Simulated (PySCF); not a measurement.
# C₂H₁₀N₂O₂Ti: what the fields show

```yaml
atoms:
  - { symbol: Ti, position_ang: [0.4995, 0.2703, 0.1523] }
  - { symbol: N, position_ang: [0.2315, 0.5073, 1.9987] }
  - { symbol: H, position_ang: [0.9701, 0.5027, 2.6958] }
  - { symbol: H, position_ang: [-0.6414, 0.8190, 2.4163] }
  - { symbol: N, position_ang: [2.3193, 0.5568, -0.2064] }
  - { symbol: H, position_ang: [2.9803, -0.1923, -0.3949] }
  - { symbol: H, position_ang: [2.7438, 1.4543, -0.4247] }
  - { symbol: O, position_ang: [-0.5708, 1.3961, -0.7138] }
  - { symbol: C, position_ang: [-1.5434, 1.7930, -1.6083] }
  - { symbol: H, position_ang: [-1.1128, 2.4272, -2.4046] }
  - { symbol: H, position_ang: [-2.3280, 2.3842, -1.1010] }
  - { symbol: H, position_ang: [-2.0324, 0.9278, -2.0932] }
  - { symbol: O, position_ang: [0.1497, -1.4395, -0.2195] }
  - { symbol: C, position_ang: [-0.3231, -2.6009, 0.3679] }
  - { symbol: H, position_ang: [0.3880, -3.4333, 0.2158] }
  - { symbol: H, position_ang: [-1.2885, -2.9052, -0.0764] }
  - { symbol: H, position_ang: [-0.4702, -2.4679, 1.4561] }
```

Geometry: PBE0-D3(BJ)/def2-SVP.

Method: PBE0/def2-SVPD, SCF density, gas phase in PySCF.

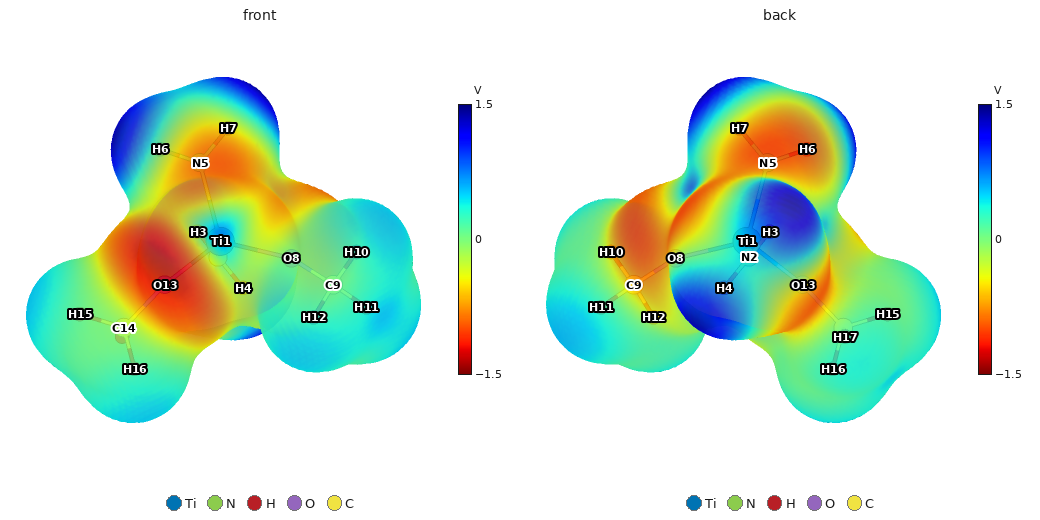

Figure 1. The electrostatic potential painted on the density surface at 0.002 e/bohr³, seen from the front and from behind; red is negative and blue positive.

Question: Which sites attract a positive test charge, and which a negative one?

Answer: A positive charge is drawn to the negative regions and a negative charge to the positive ones. The most negative region (about −1.3 V) lies over O13, the most positive (about +1.3 V) over H4, H6 and H7. O13 is the likeliest acceptor of a hydrogen bond.

Question: What dipole moment does the calculation give?

Answer: Its dipole moment is 0.38 D.

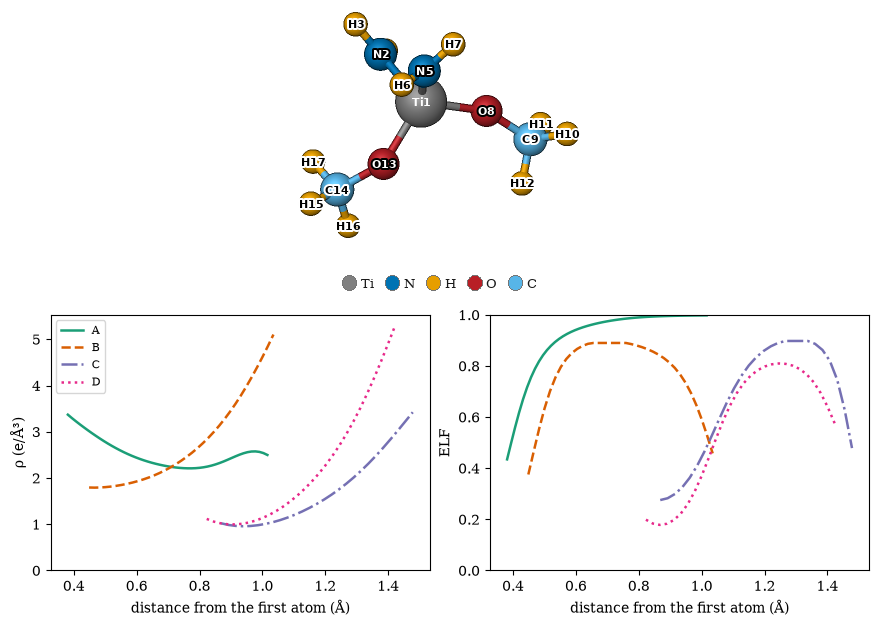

Figure 2. Total electron density and ELF along straight lines between neighbouring atoms. The curves leave out the atomic cores. The structure is drawn too.

Question: Which curve belongs to which contact (C–O, N–H, Ti–N and Ti–O)? The first atom named is at distance zero.

Answer: Curve A: N–H (1.02 Å): ρ at the midpoint is about 2.7 e/Å³; the ELF climbs to about 1 towards the hydrogen, as it does in any bond to H; an ordinary covalent bond to hydrogen. Curve B: C–O (1.38 Å): ρ at the midpoint is about 2.2 e/Å³, with its minimum of 1.8 e/Å³ about 0.5 Å from C; the ELF peaks at about 0.90 between the atoms; a polar covalent bond. Curve C: Ti–N (1.88 Å): ρ is about 0.96 e/Å³ halfway; the ELF peaks at about 0.90 in the valence shell of N, 0.6 Å from its nucleus, and is about 0.35 at the midpoint. Curve D: Ti–O (1.78 Å): ρ at the midpoint is about 1 e/Å³; the ELF peaks at about 0.80 in the valence shell of O, 0.5 Å from its nucleus, and drops to about 0.20 between the two atoms.
